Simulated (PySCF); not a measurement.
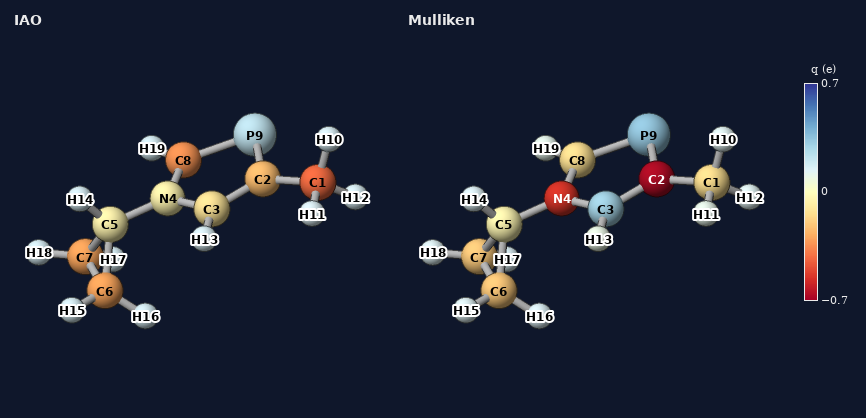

Atomic charges of one calculation by 2 schemes, on one colour scale. The computed structure is the end point of a GFN2-xTB optimisation. No frequency run is at hand to confirm it as a minimum. Method: PBE0/pcSseg-1 (PySCF 2.14.0).

On which atom do the schemes disagree most?

Answer. On N4 (from −0.55 to −0.04 e).

List the charges (e), one line for each set of equivalent atoms.

```json
{"atom": "C1", "IAO": "−0.42", "Mulliken": "−0.13"}
{"atom": "C2", "IAO": "−0.23", "Mulliken": "−0.66"}
{"atom": "C3", "IAO": "−0.11", "Mulliken": "0.29"}
{"atom": "N4", "IAO": "−0.04", "Mulliken": "−0.55"}
{"atom": "C5", "IAO": "−0.05", "Mulliken": "−0.03"}
{"atom": "C6", "IAO": "−0.29", "Mulliken": "−0.20"}
{"atom": "C7", "IAO": "−0.29", "Mulliken": "−0.20"}
{"atom": "C8", "IAO": "−0.33", "Mulliken": "−0.13"}
{"atom": "P9", "IAO": "0.22", "Mulliken": "0.33"}
{"atom": "H10", "IAO": "0.15", "Mulliken": "0.13"}
{"atom": "H11", "IAO": "0.14", "Mulliken": "0.10"}
{"atom": "H12", "IAO": "0.15", "Mulliken": "0.13"}
{"atom": "H13", "IAO": "0.15", "Mulliken": "0.09"}
{"atom": "H14", "IAO": "0.15", "Mulliken": "0.14"}
{"atom": "H15", "IAO": "0.16", "Mulliken": "0.14"}
{"atom": "H16", "IAO": "0.16", "Mulliken": "0.15"}
{"atom": "H17", "IAO": "0.16", "Mulliken": "0.15"}
{"atom": "H18", "IAO": "0.16", "Mulliken": "0.14"}
{"atom": "H19", "IAO": "0.16", "Mulliken": "0.11"}
```

The geometry is semi-empirical. Around P such bond lengths and angles can be off by a tenth of an ångström or more and by several degrees, and values that hang on the shape move with them.
